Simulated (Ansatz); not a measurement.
Geometry relaxation of GeSiNH$_{6}$F

System: GeSiNH$_{6}$F, SMILES [NH2][GeH]([F])[SiH3].
Method: RKS PBE-D4/def2-SVP (Ansatz 0.2.0).

The geometry: force-field start. Figures and captions count atoms from 1; the log counts them from 0 in places.

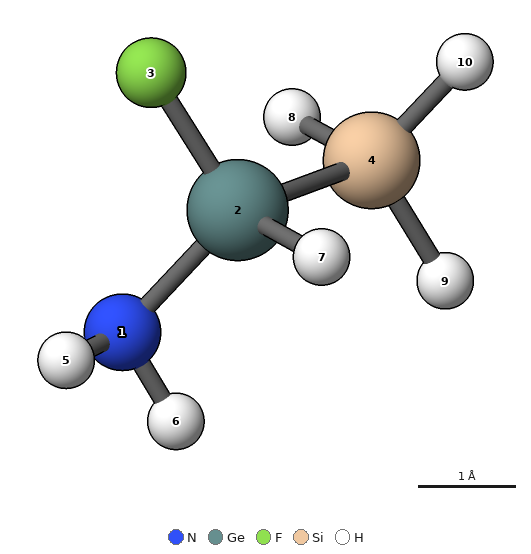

**Figure 1.** The structure as given in the input (ball-and-stick view, seen at a tilt; atoms are numbered from 1 in the order of the input). Sticks mark near contacts. Bond lengths as drawn: F–Ge 1.74 Å, Ge–H 1.57 Å, Ge–N 1.80 Å, Ge–Si 2.27 Å, H–N 1.06 to 1.10 Å and H–Si 1.44 to 1.54 Å.

## Key numbers

| quantity | value |
| --- | --- |
| outcome | converged |
| total energy | −68671.7116 eV |
| mean-field energy | −68671.5163 eV |
| dispersion energy | −0.1953 eV |
| SCF solution under orbital rotations | stable |
| largest force (length of the vector) at the end | 0.014 eV/Å |
| dipole moment | 1.57 D |
| hardware | 4 threads of Arm Neoverse V2, 23 GiB of memory available, shared host |
| wall time | 17 s (CPU time 61 s) |
| peak memory | 0.17 GiB |

## The input
```yaml
crystal:
  periodic: [false, false, false]
  atoms:
    - {symbol: N, position_ang: [-0.579800, 0.800400, -1.561600]}
    - {symbol: Ge, position_ang: [0.667400, 0.130000, -0.443400]}
    - {symbol: F, position_ang: [1.589900, -1.053300, -1.332100]}
    - {symbol: Si, position_ang: [-0.282700, -0.871900, 1.359800]}
    - {symbol: H, position_ang: [-0.118100, 1.339700, -2.353300]}
    - {symbol: H, position_ang: [-1.139000, 1.587500, -1.024800]}
    - {symbol: H, position_ang: [1.623500, 1.271400, 0.066000]}
    - {symbol: H, position_ang: [-1.195000, -1.943700, 0.876500]}
    - {symbol: H, position_ang: [-1.152700, 0.129900, 2.134400]}
    - {symbol: H, position_ang: [0.669400, -1.441000, 2.281500]}
basis:
  gaussian: {orbitals: def2-SVP}
hamiltonian: {xc: pbe, dispersion: d4}
relax: {f_tol: 0.03, max_steps: 200}
```

Launch command:
```bash
ansatz run in.yaml --threads 4 --pin off --events-out ev --progress --plain --max-ram 10444MiB
```

## What the program printed
```
Functional definition: PBE
  name "PBE"
  cite "Perdew, Burke & Ernzerhof, Phys. Rev. Lett. 77, 3865 (1996) doi:10.1103/PhysRevLett.77.3865"
  parent pbe
  parameter kappa = 0.804
  parameter beta = 0.06672455060314922
  exchange = pbe_x(kappa = kappa, mu = beta*pi^2/3)
  correlation = pbe_c(beta = beta)
1215 factors; their error is unknown
mean field evaluation 1: about -68662.3581 eV, gradient 6.8e1 eV
mean field evaluation 2: about -68619.8545 eV, gradient 1.4e2 eV
mean field evaluation 4: about -68670.8412 eV, gradient 1.0e1 eV
mean field evaluation 8: about -68671.0622 eV, gradient 2.5e-1 eV
mean field evaluation 16: about -68670.9747 eV, gradient 1.4e-4 eV
mean field -68670.97469053 eV, -2523.6117730185 hartree, gradient 5.1e-5 eV, S^2 0.000000; 0 other end points of the search recorded, 0 dependent functions left out
the calculation of the forces begins
reference -68670.97472906 eV, -2523.6117744345 hartree; 34, 34 occupied and 74, 74 virtual orbitals, 1215 factors
relax step   1: F+E_penalty+E_count = -68671.17447651 eV  Δ(F+E_penalty+E_count) = +0.000e0 eV  max|allowed force component| = 2.720e0 eV/Å  Δτ_max = 0.0000 Å  (27 SCF iters, accepted)
these checks for a lower state are left out or cut short: starts, cluster_reference, orbital_swaps, neighbouring_geometries, increment
1215 factors; their error is unknown
mean field -68671.31508115 eV, -2523.6242821429 hartree, gradient 1.0e-5 eV, S^2 0.000000; 0 other end points of the search recorded, 0 dependent functions left out
[... from here on the field's lines of each further geometry are left out, up to the last ...]
relax step   2: F+E_penalty+E_count = -68671.51169614 eV  Δ(F+E_penalty+E_count) = -3.372e-1 eV  max|allowed force component| = 1.195e0 eV/Å  Δτ_max = 0.1944 Å  (29 SCF iters, accepted)
relax step   3: F+E_penalty+E_count = -68671.55253186 eV  Δ(F+E_penalty+E_count) = -4.084e-2 eV  max|allowed force component| = 2.859e-1 eV/Å  Δτ_max = 0.1127 Å  (28 SCF iters, accepted)
relax step   4: F+E_penalty+E_count = -68671.56306287 eV  Δ(F+E_penalty+E_count) = -1.053e-2 eV  max|allowed force component| = 4.874e-1 eV/Å  Δτ_max = 0.2000 Å  (28 SCF iters, accepted)
relax step   5: F+E_penalty+E_count = -68671.59061099 eV  Δ(F+E_penalty+E_count) = -2.755e-2 eV  max|allowed force component| = 2.966e-1 eV/Å  Δτ_max = 0.1999 Å  (28 SCF iters, accepted)
relax step   6: F+E_penalty+E_count = -68671.61181060 eV  Δ(F+E_penalty+E_count) = -2.120e-2 eV  max|allowed force component| = 2.042e-1 eV/Å  Δτ_max = 0.2000 Å  (28 SCF iters, accepted)
relax step   7: F+E_penalty+E_count = -68671.62312434 eV  Δ(F+E_penalty+E_count) = -1.131e-2 eV  max|allowed force component| = 2.251e-1 eV/Å  Δτ_max = 0.1457 Å  (27 SCF iters, accepted)
relax step   8: F+E_penalty+E_count = -68671.62697203 eV  Δ(F+E_penalty+E_count) = -3.848e-3 eV  max|allowed force component| = 4.461e-1 eV/Å  Δτ_max = 0.0834 Å  (28 SCF iters, accepted)
relax step   9: F+E_penalty+E_count = -68671.62989847 eV  Δ(F+E_penalty+E_count) = -2.926e-3 eV  max|allowed force component| = 1.214e0 eV/Å  Δτ_max = 0.2000 Å  (34 SCF iters, accepted)
relax step  10: F+E_penalty+E_count = -68671.68680872 eV  Δ(F+E_penalty+E_count) = -5.691e-2 eV  max|allowed force component| = 4.768e-1 eV/Å  Δτ_max = 0.1890 Å  (34 SCF iters, accepted)
relax step  11: F+E_penalty+E_count = -68671.63351601 eV  Δ(F+E_penalty+E_count) = +5.329e-2 eV  max|allowed force component| = 5.458e-1 eV/Å  Δτ_max = 0.1929 Å  (28 SCF iters, rejected (line search))
relax step  12: F+E_penalty+E_count = -68671.70788222 eV  Δ(F+E_penalty+E_count) = -2.107e-2 eV  max|allowed force component| = 1.995e-1 eV/Å  Δτ_max = 0.0936 Å  (28 SCF iters, accepted)
relax step  13: F+E_penalty+E_count = -68671.70618830 eV  Δ(F+E_penalty+E_count) = +1.694e-3 eV  max|allowed force component| = 1.973e-1 eV/Å  Δτ_max = 0.1000 Å  (28 SCF iters, rejected (line search))
relax step  14: F+E_penalty+E_count = -68671.71126957 eV  Δ(F+E_penalty+E_count) = -3.387e-3 eV  max|allowed force component| = 3.920e-2 eV/Å  Δτ_max = 0.0390 Å  (29 SCF iters, accepted)
the calculation of the forces begins
reference -68671.51627397 eV, -2523.6316758428 hartree; 34, 34 occupied and 74, 74 virtual orbitals, 1215 factors
relax step  15: F+E_penalty+E_count = -68671.71157335 eV  Δ(F+E_penalty+E_count) = -3.038e-4 eV  max|allowed force component| = 1.188e-2 eV/Å  Δτ_max = 0.0166 Å  (30 SCF iters, accepted)
1215 factors; their error is unknown
mean field evaluation 128: about -68671.6036 eV, gradient 2.9e-1 eV
```

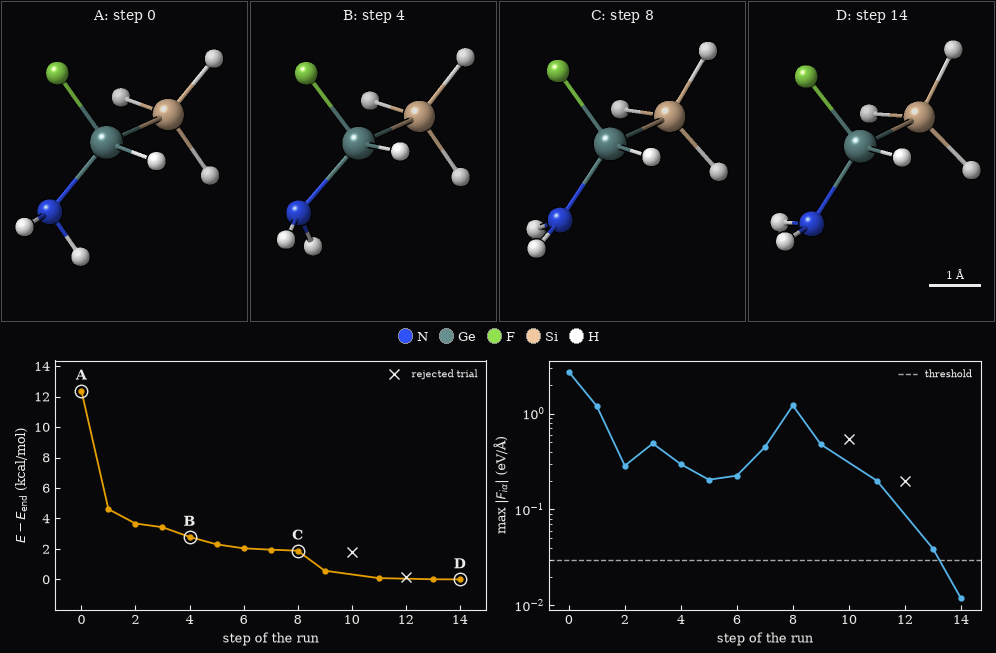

**Figure 2.** Frames of the relaxation (ball-and-stick view, seen at a tilt) above the curves, on which the letters mark them (the first geometry is step 0 here and step 1 in the log).

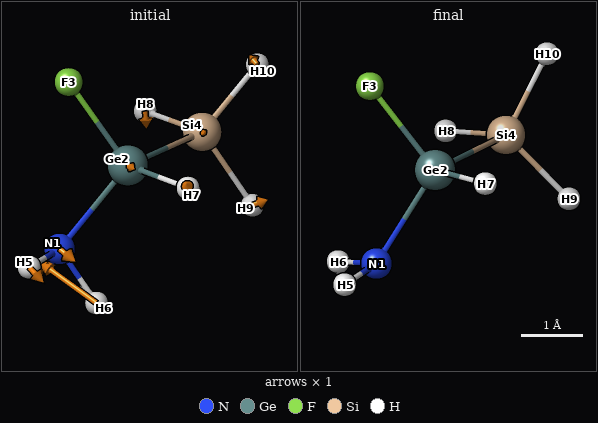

**Figure 3.** Before (left) and after (right) the relaxation, at one scale (ball-and-stick view, seen at a tilt). The orange arrows give the displacements, at true length. The largest move after the best rigid fit is that of H6, 1.23 Å. By element the largest moves are H 1.23 Å, N 0.41 Å, Ge 0.19 Å, Si 0.11 Å, F 0.08 Å. Among the contacts that change: Ge2–Si4 2.271 → 2.392 Å, N1–H6 1.105 → 1.026 Å, Si4–H10 1.442 → 1.503 Å, Ge2–F3 1.744 → 1.783 Å. Among the angles that change: Si4–Ge2–H7 108.5° → 118.4°, Ge2–N1–H6 108.3° → 114.9°, H5–N1–H6 102.7° → 108.7°. Over 14 geometry steps the energy falls by 12.4 kcal/mol. Largest force component: 2.7 eV/Å at the start, 0.012 eV/Å at the end. The line search rejected the trial steps at points 10, 12 (counted from 0) and went back. (Atoms are counted from 1 in the order of the input.)

```
mean field -68671.51623560 eV, -2523.6316744327 hartree, gradient 1.8e-5 eV, S^2 0.000000; 1 other end points of the search recorded, 0 dependent functions left out
the calculation of the forces begins
reference -68671.51627397 eV, -2523.6316758428 hartree; 34, 34 occupied and 74, 74 virtual orbitals, 1215 factors
Total energy: -68671.71161172 eV, -2523.6388543728 hartree
Atom 0 at    -0.517086     1.160527    -1.364020 Å, force    -0.007466     0.000150    -0.005777 eV/Å
Atom 1 at     0.743313     0.268490    -0.370345 Å, force     0.010519     0.005585    -0.006458 eV/Å
Atom 2 at     1.530731    -1.016671    -1.322091 Å, force    -0.002938     0.000292     0.001854 eV/Å
Atom 3 at    -0.344522    -0.829217     1.455367 Å, force    -0.011878    -0.002743     0.003819 eV/Å
Atom 4 at    -0.148553     1.685607    -2.165130 Å, force     0.000796    -0.004676     0.005647 eV/Å
Atom 5 at    -1.303141     0.583439    -1.681917 Å, force     0.001310    -0.000231    -0.002111 eV/Å
Atom 6 at     1.871457     1.285645    -0.053123 Å, force     0.001270     0.000137     0.006102 eV/Å
Atom 7 at    -1.455720    -1.684327     0.909480 Å, force     0.000152     0.000733     0.002094 eV/Å
Atom 8 at    -0.924956     0.191886     2.395409 Å, force     0.005924    -0.001010    -0.001008 eV/Å
Atom 9 at     0.631378    -1.696378     2.199370 Å, force     0.002310     0.001764    -0.004161 eV/Å
Dipole moment:    -0.250834     0.210942    -0.003245 e Å
```

## Trajectory as extended XYZ (Å, eV, eV/Å), 10 of the 15 frames kept, from step=1 to step=15
```
10
Properties=species:S:1:pos:R:3:forces:R:3 step=1 energy=-68671.17448
N    -0.5798    0.8004   -1.5616   -1.5285   2.7201  -0.6824
Ge    0.6674    0.1300   -0.4434    1.0905   1.0693   0.4845
F     1.5899   -1.0533   -1.3321    0.3287  -0.2728  -0.3719
Si   -0.2827   -0.8719    1.3598   -1.7860   0.0050   0.6694
H    -0.1181    1.3397   -2.3533   -0.5190  -0.6673   0.8269
H    -1.1390    1.5875   -1.0248    1.0952  -1.7810  -1.1256
H     1.6235    1.2714    0.0660    0.3276  -0.2017  -0.1908
H    -1.1950   -1.9437    0.8765   -0.1845  -0.2653  -0.0397
H    -1.1527    0.1299    2.1344    0.3096  -0.1905  -0.2661
H     0.6694   -1.4410    2.2815    0.8663  -0.4157   0.6958
10
Properties=species:S:1:pos:R:3:forces:R:3 step=3 energy=-68671.55253
N    -0.5659    0.8320   -1.6068   -0.0071   0.2859   0.1585
Ge    0.7161    0.1878   -0.4262    0.1250   0.2154  -0.0579
F     1.6462   -0.9404   -1.4203   -0.0921  -0.0864   0.0844
Si   -0.3697   -0.8938    1.4304    0.0312  -0.0421  -0.0868
H    -0.1416    1.4189   -2.3425   -0.0077  -0.1232   0.0527
H    -1.2314    1.4481   -1.1103    0.0076  -0.1898  -0.1005
H     1.8205    1.2196    0.0046   -0.0654  -0.0500  -0.0056
H    -1.2799   -1.9764    0.9229    0.0039  -0.0063   0.0368
H    -1.1797    0.1219    2.1964    0.0220   0.0077  -0.0591
H     0.6684   -1.4687    2.3549   -0.0176  -0.0113  -0.0226
10
Properties=species:S:1:pos:R:3:forces:R:3 step=4 energy=-68671.56306
N    -0.5350    0.8688   -1.5719    0.4713  -0.0730  -0.1040
Ge    0.7573    0.2193   -0.4214   -0.4874  -0.2153   0.1915
F     1.5984   -0.9852   -1.4073    0.0449   0.0431   0.0524
Si   -0.3574   -0.8798    1.4173    0.1178   0.0659  -0.1177
H    -0.1127    1.4858   -2.2745   -0.1998   0.1049  -0.0897
H    -1.3651    1.3142   -1.1751   -0.0144   0.0332   0.1357
H     1.8787    1.2116    0.0055    0.0758   0.0444  -0.0844
H    -1.2785   -1.9545    0.9167   -0.0075  -0.0041  -0.0278
H    -1.1630    0.1476    2.1680   -0.0051   0.0083   0.0136
H     0.6602   -1.4788    2.3456    0.0044  -0.0073   0.0303
10
Properties=species:S:1:pos:R:3:forces:R:3 step=6 energy=-68671.61181
N    -0.4485    0.9177   -1.6111   -0.0834   0.2042   0.0095
Ge    0.7600    0.1959   -0.4345    0.1235   0.0280  -0.0223
F     1.5806   -1.1193   -1.3002   -0.0395   0.0218   0.0366
Si   -0.3513   -0.8404    1.4127    0.0028  -0.0401   0.0373
H    -0.1766    1.8039   -2.0512    0.0051  -0.0798   0.0089
H    -1.4230    0.9843   -1.2966    0.1022  -0.0919  -0.0267
H     1.9228    1.1928   -0.1197   -0.1056  -0.0580  -0.0292
H    -1.2849   -1.8959    0.8882   -0.0138   0.0111   0.0027
H    -1.1462    0.1850    2.1787    0.0076   0.0007  -0.0131
H     0.6500   -1.4749    2.3365    0.0011   0.0042  -0.0037
10
Properties=species:S:1:pos:R:3:forces:R:3 step=7 energy=-68671.62312
N    -0.4258    0.9998   -1.5395   -0.2050  -0.0295   0.1214
Ge    0.7711    0.2112   -0.4146   -0.1847   0.0828  -0.0234
F     1.5464   -1.1230   -1.2847    0.0854  -0.1201  -0.0613
Si   -0.3428   -0.8434    1.4249   -0.0189   0.0288   0.0058
H    -0.1891    1.8238   -2.0938    0.0014  -0.0172   0.0410
H    -1.4347    0.8835   -1.4010    0.2251   0.0076  -0.0839
H     1.9275    1.1969   -0.1203    0.0757   0.0458   0.0140
H    -1.3073   -1.8662    0.8891    0.0158  -0.0011  -0.0009
H    -1.1182    0.1783    2.2142    0.0166   0.0034   0.0076
H     0.6559   -1.5119    2.3287   -0.0113  -0.0006  -0.0204
10
Properties=species:S:1:pos:R:3:forces:R:3 step=9 energy=-68671.62990
N    -0.4205    1.1212   -1.4293   -1.2136   0.0035  -0.4091
Ge    0.7819    0.2397   -0.3919   -0.2232  -0.2015  -0.0654
F     1.5290   -1.1365   -1.2591    0.0198   0.2225   0.0609
Si   -0.3369   -0.8443    1.4427   -0.0400  -0.0172  -0.0268
H    -0.2284    1.8051   -2.1733    0.3668  -0.2199   0.2920
H    -1.3609    0.7139   -1.6079    0.7046   0.0922   0.2135
H     1.8707    1.2824   -0.0806    0.2842  -0.0135   0.0138
H    -1.4123   -1.7698    0.9189    0.1358   0.0667  -0.0023
H    -1.0009    0.1742    2.3311    0.0437   0.0091   0.0040
H     0.6612   -1.6369    2.2524   -0.0780   0.0581  -0.0806
10
Properties=species:S:1:pos:R:3:forces:R:3 step=10 energy=-68671.68681
N    -0.5478    1.1561   -1.3663    0.4768  -0.0231   0.2386
Ge    0.7379    0.2405   -0.4024   -0.2024   0.1051   0.1869
F     1.5274   -1.0820   -1.2968   -0.0772   0.0326  -0.1052
Si   -0.3324   -0.8062    1.4601   -0.0593  -0.0787  -0.0521
H    -0.1674    1.7760   -2.0881   -0.0576  -0.0126  -0.1193
H    -1.3134    0.5991   -1.7503   -0.0718  -0.0956  -0.0621
H     1.8884    1.2212   -0.0611   -0.0135   0.1148  -0.0958
H    -1.3926   -1.7069    0.8919   -0.0731  -0.0329   0.0462
H    -0.9696    0.1921    2.3915    0.0389   0.0061  -0.0673
H     0.6525   -1.6408    2.2244    0.0391  -0.0156   0.0301
10
Properties=species:S:1:pos:R:3:forces:R:3 step=12 energy=-68671.70788
N    -0.5114    1.1689   -1.3527   -0.0786   0.0544  -0.1995
Ge    0.7399    0.2551   -0.3702    0.1221   0.0339  -0.1011
F     1.5054   -1.0305   -1.3459   -0.0516   0.0291   0.0811
Si   -0.3454   -0.8281    1.4660   -0.0069  -0.0256  -0.0212
H    -0.1372    1.7100   -2.1472   -0.0671  -0.1361   0.1719
H    -1.3006    0.5995   -1.6844    0.0704   0.0699   0.0246
H     1.8828    1.2662   -0.0848    0.0009  -0.0168   0.0492
H    -1.4202   -1.7166    0.9011   -0.0071  -0.0082   0.0244
H    -0.9726    0.1842    2.3863    0.0228   0.0035  -0.0261
H     0.6423   -1.6596    2.2347   -0.0051  -0.0041  -0.0033
10
Properties=species:S:1:pos:R:3:forces:R:3 step=13 energy=-68671.70619 accepted=F
N    -0.5135    1.1551   -1.3397    0.0462   0.1550  -0.1076
Ge    0.7714    0.2783   -0.3725   -0.0988  -0.1973   0.1151
F     1.5464   -1.0039   -1.3379    0.0173   0.0148  -0.0045
Si   -0.3434   -0.8233    1.4369    0.0223   0.0352   0.0243
H    -0.1687    1.6248   -2.1844   -0.0197   0.0472  -0.0030
H    -1.3365    0.5998   -1.5911   -0.0137  -0.0816   0.0095
H     1.9039    1.2791   -0.0443    0.0446   0.0607  -0.0282
H    -1.4424   -1.6742    0.8606    0.0008  -0.0080   0.0094
H    -0.9456    0.1987    2.3629   -0.0033  -0.0040  -0.0059
H     0.6112   -1.6854    2.2125    0.0044  -0.0221  -0.0091
10
Properties=species:S:1:pos:R:3:forces:R:3 step=15 energy=-68671.71157
N    -0.5171    1.1605   -1.3640   -0.0075   0.0001  -0.0058
Ge    0.7433    0.2685   -0.3703    0.0105   0.0056  -0.0065
F     1.5307   -1.0167   -1.3221   -0.0029   0.0003   0.0019
Si   -0.3445   -0.8292    1.4554   -0.0119  -0.0027   0.0038
H    -0.1486    1.6856   -2.1651    0.0008  -0.0047   0.0056
H    -1.3031    0.5834   -1.6819    0.0013  -0.0002  -0.0021
H     1.8715    1.2856   -0.0531    0.0013   0.0001   0.0061
H    -1.4557   -1.6843    0.9095    0.0002   0.0007   0.0021
H    -0.9250    0.1919    2.3954    0.0059  -0.0010  -0.0010
H     0.6314   -1.6964    2.1994    0.0023   0.0018  -0.0042
```

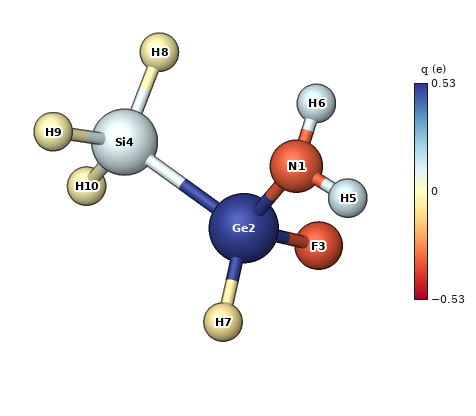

**Figure 4.** Mulliken charges, as the colour of each atom (ball-and-stick view, seen at a tilt; atoms are numbered from 1 in the order of the input). By element: N −0.34, Ge +0.51, F −0.35, Si +0.10 and H −0.07 to +0.13 e.
